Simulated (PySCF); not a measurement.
SMILES F[Si](S)(S)S (H₃FS₃Si) at its PBE0/def2-SVP optimised geometry (Å):

```
8

F     -1.3728     0.7674     0.0000
Si    -0.8410    -0.7674     0.0000
S     -1.5592    -1.7531    -1.7355
S      1.2802    -0.7674     0.0000
S     -1.5610    -1.7508     1.7361
H     -2.8438    -1.3790    -1.5303
H      1.3728     0.0852    -1.0472
H     -1.1391    -0.7764     2.5757
```

Level of theory: PBE0/def2-TZVP (PySCF 2.14.0). Cells within 0.4 Å of a nucleus heavier than hydrogen are left out (blank, or x).

Map of the log10 of the electron density (e/bohr³), floored at −4 on the plane z = 0.0 Å:

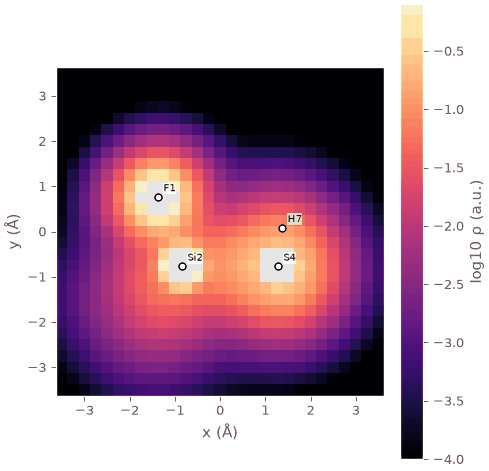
Fig. 1. Log10 of the electron density (e/bohr³), floored at −4 on the plane z = 0.0 Å.
